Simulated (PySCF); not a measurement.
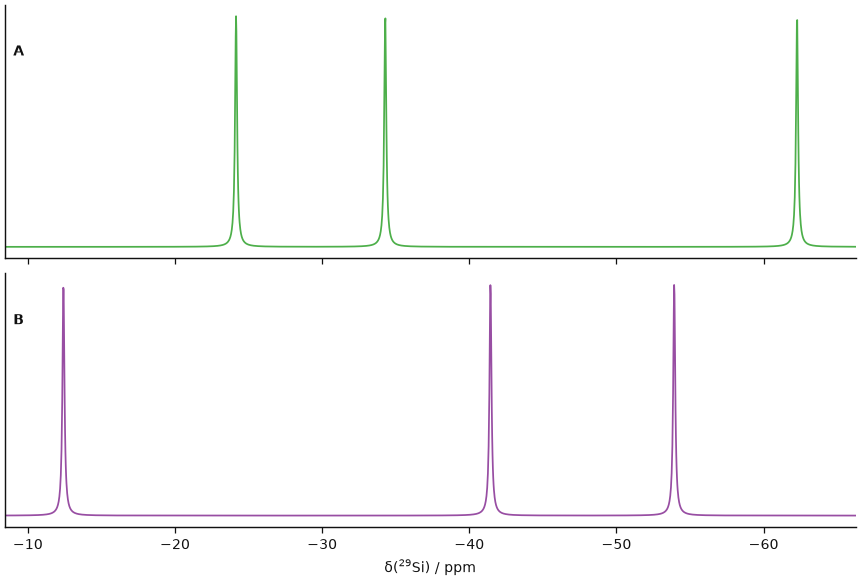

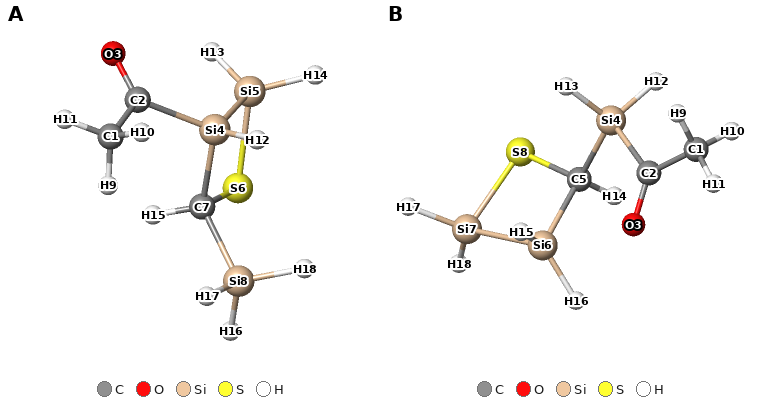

Related molecules: A is C₃H₁₀OSSi₃, SMILES CC(=O)[Si@@H]1[SiH2]S[C@H]1[SiH3]; B is C₃H₁₀OSSi₃, SMILES CC(=O)[SiH2][C@H]1[SiH2][SiH2]S1. GIAO ²⁹Si shifts against TMS, PBE0/pcSseg-1 with PySCF 2.14.0, at a GFN2-xTB geometry (no frequency check); fully decoupled, line heights follow the number of nuclei within a panel, widths are arbitrary (no quadrupolar broadening); values of one conformer, averaged over methyl-type rotors and exact or near symmetry; other conformers aren't averaged in.

### Assign the ²⁹Si signals of each molecule.

A: −24.2 (Si4); −34.3 (Si5); −62.3 (Si8)
B: −12.4 (Si7); −41.4 (Si6); −53.9 (Si4)

Limits of at least one run: the tight-binding geometry is rougher than a DFT one and adds to the error.
